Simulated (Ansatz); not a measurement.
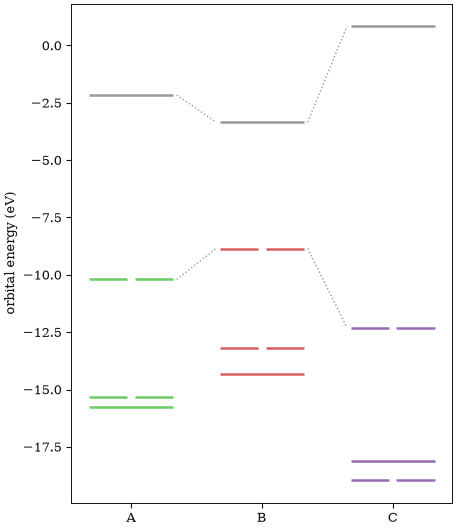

Frontier orbital energies of BrF at one geometry, def2-TZVPP, the Ansatz code, at a PBE0-D4/def2-TZVP geometry (a minimum by its frequencies). Empty levels are grey, levels within 0.1 eV stand side by side; all columns show the same few orbitals around the gap. Dotted lines join the HOMOs and the LUMOs.

The columns come from BHLYP, HF and PBE0. Which is which?

A: BHLYP (HOMO −10.20, LUMO −2.16, separation 8.04 eV)
B: PBE0 (HOMO −8.85, LUMO −3.34, separation 5.51 eV)
C: HF (HOMO −12.30, LUMO 0.84, separation 13.14 eV)

Limits of at least one run: empty levels above zero depend strongly on the basis; no scalar relativity up to krypton; spin-orbit coupling is left out, and with Br it can shift these levels and split any degenerate set.
